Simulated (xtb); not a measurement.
Geometry relaxation, with input and output: BSiH5O (part 3 of 4)

Continued. System: BSiH5O, SMILES OB[SiH3]. Method: GFN1-xTB (xtb 6.7.1). The geometry comes from this level: GFN2-xTB.

Geometry of the input (Å):
```
O  -1.5421  0.4682  -0.7360
B  -0.2224  0.6010  -0.5974
Si 0.6566  -0.6116  0.6862
H  -2.0076  1.0425  -1.3475
H  0.3528  1.4274  -1.2311
H  0.1877  -0.4405  2.0706
H  2.1172  -0.4482  0.7639
H  0.4578  -2.0388  0.3913
```

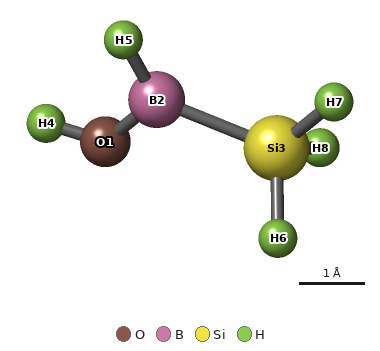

Figure 1. The geometry at step 3 of the log (ball-and-stick view, seen at a tilt; atoms are numbered from 1 in the order of the input).

Output, continued:
```
          ...................................................
          :                      SETUP                      :
          :.................................................:
          :  # basis functions                  28          :
          :  # atomic orbitals                  27          :
          :  # shells                           17          :
          :  # electrons                        18          :
          :  # halogen bonds                     0          :
          :  max. iterations                   250          :
          :  Hamiltonian                  GFN1-xTB          :
          :  restarted?                      false          :
          :  GBSA solvation                  false          :
          :  PC potential                    false          :
          :  electronic temp.          300.0000000     K    :
          :  accuracy                    1.0000000          :
          :  -> integral cutoff          0.2500000E+02      :
          :  -> integral neglect         0.1000000E-07      :
          :  -> SCF convergence          0.1000000E-05 Eh   :
          :  -> wf. convergence          0.2000000E-04 e    :
          :  Broyden damping             0.4000000          :
          :  net charge                          0          :
          :  unpaired electrons                  0          :
          ...................................................

 iter      E             dE          RMSdq      gap      omega  full diag
   1    -10.7573155 -0.107573E+02  0.182E-06    3.65       0.0  T
   2    -10.7573155 -0.106581E-13  0.791E-07    3.65   44681.7  T
   3    -10.7573155 -0.355271E-14  0.130E-07    3.65  100000.0  T

   *** convergence criteria satisfied after 3 iterations ***

         #    Occupation            Energy/Eh            Energy/eV
      -------------------------------------------------------------
         1        2.0000           -0.8002125             -21.7749
       ...           ...                  ...                  ...
         3        2.0000           -0.6120157             -16.6538
         4        2.0000           -0.5889054             -16.0249
         5        2.0000           -0.5685051             -15.4698
         6        2.0000           -0.4978085             -13.5461
         7        2.0000           -0.4548283             -12.3765
         8        2.0000           -0.4542986             -12.3621
         9        2.0000           -0.4124609             -11.2236 (HOMO)
        10                         -0.2784672              -7.5775 (LUMO)
        11                         -0.1707772              -4.6471
        12                         -0.1376712              -3.7462
        13                         -0.1363714              -3.7109
        14                         -0.1125599              -3.0629
       ...                                ...                  ...
        27                          1.5810549              43.0227
      -------------------------------------------------------------
                  HL-Gap            0.1339937 Eh            3.6462 eV
             Fermi-level           -0.3454640 Eh           -9.4006 eV

 SCC (total)                   0 d,  0 h,  0 min,  0.003 sec
 SCC setup                      ...        0 min,  0.000 sec (  1.110%)
 Dispersion                     ...        0 min,  0.000 sec (  0.368%)
 classical contributions        ...        0 min,  0.000 sec (  0.151%)
 integral evaluation            ...        0 min,  0.001 sec ( 31.826%)
 iterations                     ...        0 min,  0.000 sec (  8.714%)
 molecular gradient             ...        0 min,  0.002 sec ( 55.858%)
 printout                       ...        0 min,  0.000 sec (  1.822%)

         :::::::::::::::::::::::::::::::::::::::::::::::::::::
         ::                     SUMMARY                     ::
         :::::::::::::::::::::::::::::::::::::::::::::::::::::
         :: total energy             -10.672371794085 Eh    ::
         :: gradient norm              0.000411036362 Eh/a0 ::
         :: HOMO-LUMO gap              3.646153518464 eV    ::
         ::.................................................::
         :: SCC energy               -10.757315471626 Eh    ::
         :: -> electrostatic           0.036034420341 Eh    ::
         :: repulsion energy           0.086789229900 Eh    ::
         :: dispersion energy         -0.001845552360 Eh    ::
         :: halogen bond corr.         0.000000000000 Eh    ::
         :: add. restraining           0.000000000000 Eh    ::
         :: total charge              -0.000000000000 e     ::
         :::::::::::::::::::::::::::::::::::::::::::::::::::::

           -------------------------------------------------
          |                Numerical Hessian                |
           -------------------------------------------------
step length          :   0.00500
SCC accuracy         :   0.30000
Hessian scale factor :   1.00000
frozen atoms in %    :   0.00000    0
RMS gradient         :   0.00041
estimated CPU  time      0.00 min

writing file <hessian>.

 projected vibrational frequencies (cm⁻¹)
eigval :       -0.00    -0.00    -0.00    -0.00     0.00     0.00
eigval :      188.70   196.02   461.37   559.67   593.10   709.06
eigval :      759.48   821.17   874.75   891.07   911.32  1109.71
eigval :     1140.07  2153.99  2219.93  2222.20  2465.65  3627.85
           -------------------------------------------------
          |                Property Printout                |
           -------------------------------------------------

    * Orbital Energies and Occupations

         #    Occupation            Energy/Eh            Energy/eV
      -------------------------------------------------------------
         1        2.0000           -0.8002125             -21.7749
         2        2.0000           -0.6690335             -18.2053
         3        2.0000           -0.6120157             -16.6538
         4        2.0000           -0.5889054             -16.0249
         5        2.0000           -0.5685051             -15.4698
         6        2.0000           -0.4978085             -13.5461
         7        2.0000           -0.4548283             -12.3765
         8        2.0000           -0.4542986             -12.3621
         9        2.0000           -0.4124609             -11.2236 (HOMO)
        10                         -0.2784672              -7.5775 (LUMO)
        11                         -0.1707772              -4.6471
        12                         -0.1376712              -3.7462
        13                         -0.1363714              -3.7109
        14                         -0.1125599              -3.0629
        15                         -0.0779174              -2.1202
        16                         -0.0521779              -1.4198
        17                         -0.0459862              -1.2513
        18                         -0.0447269              -1.2171
        19                         -0.0088257              -0.2402
        20                          0.0136232               0.3707
       ...                                ...                  ...
        27                          1.5810549              43.0227
      -------------------------------------------------------------
                  HL-Gap            0.1339937 Eh            3.6462 eV
             Fermi-level           -0.3454640 Eh           -9.4006 eV

  Mulliken/CM5 charges         n(s)   n(p)   n(d)
     1O    -0.49908 -0.65005   1.673  4.826  0.000
     2B     0.31313  0.14580   1.015  1.672  0.000
     3Si    0.16399 -0.07006   1.303  2.006  0.527
     4H     0.35941  0.53729   0.641  0.000  0.000
     5H    -0.09982  0.00758   1.100  0.000  0.000
     6H    -0.07322  0.01787   1.073  0.000  0.000
     7H    -0.09109 -0.00613   1.091  0.000  0.000
     8H    -0.07333  0.01770   1.073  0.000  0.000

Wiberg/Mayer (AO) data.
largest (>0.10) Wiberg bond orders for each atom

 ---------------------------------------------------------------------------
     #   Z sym  total        # sym  WBO       # sym  WBO       # sym  WBO
 ---------------------------------------------------------------------------
     1   8 O    2.250 --     2 B    1.089     4 H    0.841     3 Si   0.298
     2   5 B    3.048 --     1 O    1.089     3 Si   0.951     5 H    0.935
     3  14 Si   4.108 --     2 B    0.951     6 H    0.939     8 H    0.939
                             7 H    0.934     1 O    0.298
     4   1 H    0.879 --     1 O    0.841
     5   1 H    0.993 --     2 B    0.935
     6   1 H    0.991 --     3 Si   0.939
     7   1 H    0.985 --     3 Si   0.934
     8   1 H    0.991 --     3 Si   0.939
 ---------------------------------------------------------------------------

Topologies differ in total number of bonds
Writing topology from bond orders to xtbtopo.mol

 dipole moment from electron density (au)
     X       Y       Z
  -0.9635   0.7079  -0.8262  total (Debye):    3.694

           -------------------------------------------------
          |                Geometry Summary                 |
           -------------------------------------------------

      molecular mass/u    :       59.9356354
   center of mass at/Å    :        0.0118214      -0.0426155       0.0423947
  moments of inertia/u·Å² :        0.1940341E+02   0.7809194E+02   0.9195360E+02
rotational constants/cm⁻¹ :        0.8687973E+00   0.2158690E+00   0.1833276E+00

 * 7 selected distances

     #   Z          #   Z                                           value/Å
     1   8 O        2   5 B                                       1.3925390
     2   5 B        3  14 Si                                      1.9674945 (max)
     1   8 O        4   1 H                                       0.9615680 (min)
     2   5 B        5   1 H                                       1.1988038
     3  14 Si       6   1 H                                       1.4507821
     3  14 Si       7   1 H                                       1.4644326
     3  14 Si       8   1 H                                       1.4510251

 * 5 distinct bonds (by element types)

   Z      Z             #   av. dist./Å        max./Å        min./Å
   1 H    5 B           1     1.1988038     1.1988038     1.1988038
   1 H    8 O           1     0.9615680     0.9615680     0.9615680
   5 B    8 O           1     1.3925390     1.3925390     1.3925390
   1 H   14 Si          3     1.4554132     1.4644326     1.4507821
   5 B   14 Si          1     1.9674945     1.9674945     1.9674945

           -------------------------------------------------
          |               Frequency Printout                |
           -------------------------------------------------
Molecule has the following symmetry elements: (sigma)
It seems to be the Cs point group
 projected vibrational frequencies (cm⁻¹)
eigval :       -0.00    -0.00    -0.00    -0.00     0.00     0.00
eigval :      188.70   196.02   461.37   559.67   593.10   709.06
eigval :      759.48   821.17   874.75   891.07   911.32  1109.71
eigval :     1140.07  2153.99  2219.93  2222.20  2465.65  3627.85
 reduced masses (amu)
   1: 10.79   2: 20.21   3: 14.27   4: 18.09   5: 13.34   6: 21.41   7: 16.09   8:  3.26
   9:  1.86  10:  3.90  11:  4.55  12: 13.28  13:  4.06  14:  2.51  15:  1.84  16:  1.79
  17:  1.63  18: 11.41  19:  6.37  20:  1.83  21:  1.60  22:  2.01  23:  1.85  24:  1.87
 IR intensities (km·mol⁻¹)
   1:  1.35   2:  1.20   3:  1.70   4:  1.96   5:  3.94   6:  3.52   7: 38.70   8:  0.34
   9:  2.81  10:157.83  11:402.32  12:117.16  13:101.03  14:361.41  15:258.44  16:345.03
  17:141.76  18:218.12  19:104.08  20:304.00  21:184.86  22:356.02  23:246.21  24: 38.58
 Raman intensities (Ä⁴*amu⁻¹)
   1:  0.00   2:  0.00   3:  0.00   4:  0.00   5:  0.00   6:  0.00   7:  0.00   8:  0.00
   9:  0.00  10:  0.00  11:  0.00  12:  0.00  13:  0.00  14:  0.00  15:  0.00  16:  0.00
  17:  0.00  18:  0.00  19:  0.00  20:  0.00  21:  0.00  22:  0.00  23:  0.00  24:  0.00
 output can be read by thermo (or use thermo option).
 writing <g98.out> molden fake output.
 recommended (thermochemical) frequency scaling factor: 1.0
           -------------------------------------------------
          |             Thermodynamic Functions             |
           -------------------------------------------------

cs  symmetry found (for desy threshold:  0.10E+00) used in thermo

          ...................................................
          :                      SETUP                      :
          :.................................................:
          :  # frequencies                          18      :
          :  # imaginary freq.                       0      :
          :  linear?                             false      :
          :  only rotor calc.                    false      :
          :  symmetry                               cs      :
          :  rotational number                       1      :
          :  scaling factor                  1.0000000      :
          :  rotor cutoff                   50.0000000 cm⁻¹ :
          :  imag. cutoff                  -20.0000000 cm⁻¹ :
          :.................................................:

    mode    ω/cm⁻¹     T·S(HO)/kcal·mol⁻¹    T·S(FR)/kcal·mol⁻¹   T·S(vib)
   ------------------------------------------------------------------------
       1    188.70    -0.66802 ( 99.51%)    -0.66268 (  0.49%)    -0.66800
       2    196.02    -0.64702 ( 99.58%)    -0.65142 (  0.42%)    -0.64704
   ------------------------------------------------------------------------

   temp. (K)  partition function   enthalpy   heat capacity  entropy
                                   cal/mol     cal/K/mol   cal/K/mol   J/K/mol
 298.15  VIB   3.96                 1401.185     11.413      7.436
         ROT  0.285E+05              888.752      2.981     23.367
         INT  0.113E+06             2289.937     14.394     30.802
         TR   0.449E+27             1481.254      4.968     38.175
         TOT                        3771.1910    19.3618    68.9772   288.6005

       T/K    H(0)-H(T)+PV         H(T)/Eh          T*S/Eh         G(T)/Eh
   ------------------------------------------------------------------------
    298.15    0.600978E-02    0.559133E-01    0.327733E-01    0.231400E-01
   ------------------------------------------------------------------------

         :::::::::::::::::::::::::::::::::::::::::::::::::::::
         ::                  THERMODYNAMIC                  ::
         :::::::::::::::::::::::::::::::::::::::::::::::::::::
         :: total free energy         -10.649231788302 Eh   ::
         ::.................................................::
         :: total energy              -10.672371794085 Eh   ::
         :: zero point energy           0.049903510149 Eh   ::
         :: G(RRHO) w/o ZPVE           -0.026763504366 Eh   ::
         :: G(RRHO) contrib.            0.023140005783 Eh   ::
         :::::::::::::::::::::::::::::::::::::::::::::::::::::

optimized geometry written to: xtbopt.xyz

           -------------------------------------------------
          | TOTAL ENERGY              -10.672371794085 Eh   |
          | TOTAL ENTHALPY            -10.616458508476 Eh   |
          | TOTAL FREE ENERGY         -10.649231788302 Eh   |
          | GRADIENT NORM               0.000411036220 Eh/α |
          | HOMO-LUMO GAP               3.646153502997 eV   |
           -------------------------------------------------

------------------------------------------------------------------------
------------------------------------------------------------------------
 total:
 *  cpu-time:     0 d,  0 h,  0 min,  0.209 sec
 * ratio c/w:     1.000 speedup
 SCF:
 *  cpu-time:     0 d,  0 h,  0 min,  0.004 sec
 * ratio c/w:     1.000 speedup
 ANC optimizer:
 *  cpu-time:     0 d,  0 h,  0 min,  0.057 sec
 * ratio c/w:     1.000 speedup
 analytical hessian:
 *  cpu-time:     0 d,  0 h,  0 min,  0.145 sec
 * ratio c/w:     1.000 speedup
```

File vibspectrum:
```
$vibrational spectrum
#  mode     symmetry     wave number   IR intensity    selection rules
#                         cm**(-1)      (km*mol⁻¹)        IR
     1                      -0.00         0.00000          -
     2                      -0.00         0.00000          -
     3                      -0.00         0.00000          -
     4                      -0.00         0.00000          -
     5                       0.00         0.00000          -
     6                       0.00         0.00000          -
     7        a            188.70        38.69605         YES
     8        a            196.02         0.33645         YES
     9        a            461.37         2.81435         YES
    10        a            559.67       157.83321         YES
    11        a            593.10       402.31994         YES
    12        a            709.06       117.16096         YES
    13        a            759.48       101.03265         YES
    14        a            821.17       361.40962         YES
    15        a            874.75       258.44427         YES
    16        a            891.07       345.02942         YES
    17        a            911.32       141.76483         YES
    18        a           1109.71       218.11563         YES
    19        a           1140.07       104.07644         YES
    20        a           2153.99       304.00388         YES
    21        a           2219.93       184.86470         YES
    22        a           2222.20       356.02129         YES
    23        a           2465.65       246.20520         YES
    24        a           3627.85        38.58114         YES
$end
```

File xtbopt.xyz:
```
8
 energy: -10.672371794085 gnorm: 0.000411036362 xtb: 6.7.1
O           -1.19991554650399        0.29680185541737       -0.48262744740759
B            0.08430260962850        0.78171157214336       -0.71674478576845
Si           0.65997780746250       -0.54166138926285        0.62053446601392
H           -2.00435645755466        0.60543451317872       -0.90951557582512
H            0.22021023826661        1.66216639699807       -1.51890355407764
H           -0.05903289325820       -0.25884375268976        1.84846197875713
H            2.06278015381303       -0.69900261761273        1.01034431919088
H            0.23603408814619       -1.84660657817219        0.14845059911686
```

Standard error:
```
normal termination of xtb
```

Trajectory as extended XYZ (Å, eV, eV/Å), 18 frames, from step=0 to step=17:
```
8
Properties=species:S:1:pos:R:3 step=0 energy=-290.28350
O    -1.5421    0.4682   -0.7360
B    -0.2224    0.6010   -0.5974
Si    0.6566   -0.6116    0.6862
H    -2.0076    1.0425   -1.3475
H     0.3528    1.4274   -1.2311
H     0.1877   -0.4405    2.0706
H     2.1172   -0.4482    0.7639
H     0.4578   -2.0388    0.3913
8
Properties=species:S:1:pos:R:3 step=1 energy=-290.32571
O    -1.5386    0.4662   -0.7358
B    -0.2018    0.6112   -0.6010
Si    0.6627   -0.6269    0.7005
H    -2.0149    1.0377   -1.3462
H     0.3404    1.4656   -1.2667
H     0.1874   -0.4596    2.0734
H     2.1147   -0.4502    0.7663
H     0.4502   -2.0440    0.4094
8
Properties=species:S:1:pos:R:3 step=2 energy=-290.33326
O    -1.5314    0.4550   -0.7276
B    -0.1845    0.6177   -0.6041
Si    0.6709   -0.6278    0.7051
H    -2.0211    1.0206   -1.3345
H     0.3296    1.4897   -1.2859
H     0.1784   -0.4504    2.0657
H     2.1206   -0.4710    0.7832
H     0.4375   -2.0337    0.3982
8
Properties=species:S:1:pos:R:3 step=3 energy=-290.33626
O    -1.5198    0.4432   -0.7166
B    -0.1696    0.6287   -0.6057
Si    0.6752   -0.6244    0.7020
H    -2.0240    0.9992   -1.3209
H     0.3224    1.5061   -1.2993
H     0.1686   -0.4416    2.0554
H     2.1251   -0.4870    0.7973
H     0.4222   -2.0243    0.3877
8
Properties=species:S:1:pos:R:3 step=4 energy=-290.34149
O    -1.4915    0.4168   -0.6954
B    -0.1374    0.6446   -0.6191
Si    0.6781   -0.6142    0.6955
H    -2.0279    0.9568   -1.2875
H     0.3091    1.5396   -1.3184
H     0.1481   -0.4223    2.0383
H     2.1299   -0.5173    0.8204
H     0.3916   -2.0040    0.3662
8
Properties=species:S:1:pos:R:3 step=5 energy=-290.34787
O    -1.4534    0.3866   -0.6662
B    -0.1021    0.6757   -0.6235
Si    0.6803   -0.6024    0.6830
H    -2.0293    0.8985   -1.2489
H     0.2940    1.5715   -1.3427
H     0.1221   -0.3965    2.0131
H     2.1337   -0.5526    0.8478
H     0.3546   -1.9807    0.3375
8
Properties=species:S:1:pos:R:3 step=6 energy=-290.35818
O    -1.3911    0.3409   -0.6230
B    -0.0476    0.7076   -0.6448
Si    0.6826   -0.5828    0.6660
H    -2.0277    0.8148   -1.1807
H     0.2681    1.6199   -1.3726
H     0.0809   -0.3547    1.9754
H     2.1351   -0.6047    0.8880
H     0.2998   -1.9410    0.2917
```
